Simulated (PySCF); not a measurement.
System: C5H11FSi (SMILES C/C=C(\F)[SiH2]CC).

Input

```
{"job": {"kind": "nmr", "xc": "PBE0", "basis": "pcSseg-1"}, "charge": 0, "multiplicity": 1}
C      3.046593     0.421387    -0.488440
C      1.825160    -0.071683     0.211799
C      0.790476    -0.679068    -0.355242
F      0.816689    -0.880856    -1.707705
Si    -0.791437    -1.316698     0.468428
C     -2.253248    -0.274007    -0.168473
C     -2.073938     1.222830     0.071775
H      3.198346     1.479822    -0.278450
H      2.960837     0.279695    -1.562626
H      3.924156    -0.117536    -0.130589
H      1.782084     0.076301     1.280480
H     -0.977372    -2.722171     0.096478
H     -0.613170    -1.162414     1.916004
H     -3.175270    -0.605342     0.312447
H     -2.384922    -0.446997    -1.238587
H     -1.956263     1.433337     1.132829
H     -2.936696     1.779026    -0.292142
H     -1.190785     1.590692    -0.446262
```

Command:

```sh
OMP_NUM_THREADS=1 python probes_run.py task.json out
```

Geometry: GFN2-xTB.

These are results of PBE0/pcSseg-1, SCF density, gas phase, non-relativistic in PySCF, not measurements.

What can the converged electron density and electron localisation function tell about the bonding?

C–C (1.33 Å): the density is about 2.3 e/Å³ at the midpoint; the ELF peaks at about 0.95 between the atoms; a short, multiple covalent bond.
C–F (1.37 Å): ρ is about 2.1 e/Å³ halfway, with its minimum of 1.7 e/Å³ about 0.5 Å from C; the ELF peaks at about 0.85 between the atoms, as expected for a polar covalent bond.
C–Si (1.89 Å): ρ at the midpoint is about 0.94 e/Å³; the ELF peaks at about 1 between the atoms, as expected for a shared electron pair.
C–H (1.08 Å): ρ at the midpoint is about 2 e/Å³; the ELF climbs to about 1 towards the hydrogen, as it does in any bond to H; an ordinary covalent bond to hydrogen.

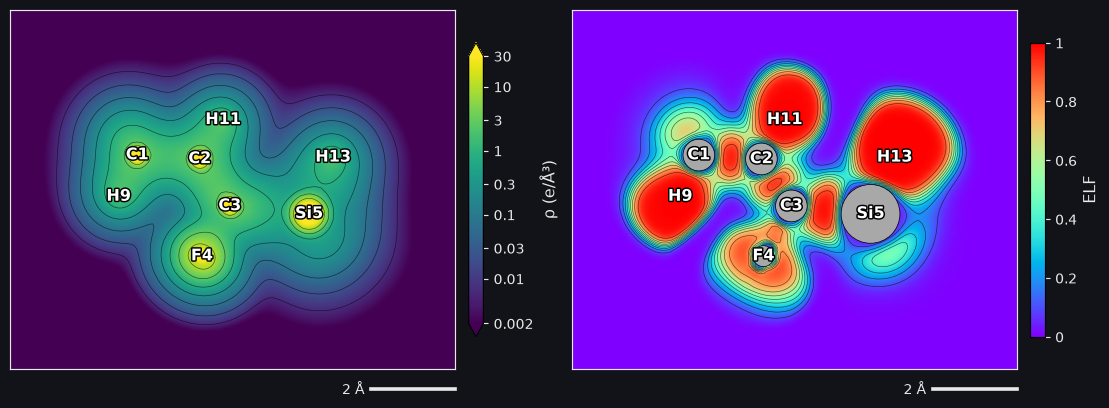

Computed electron density and electron localisation function on the plane of atoms C1, C2 and C3, in this order. Grey discs cover the atomic cores in the ELF map. 
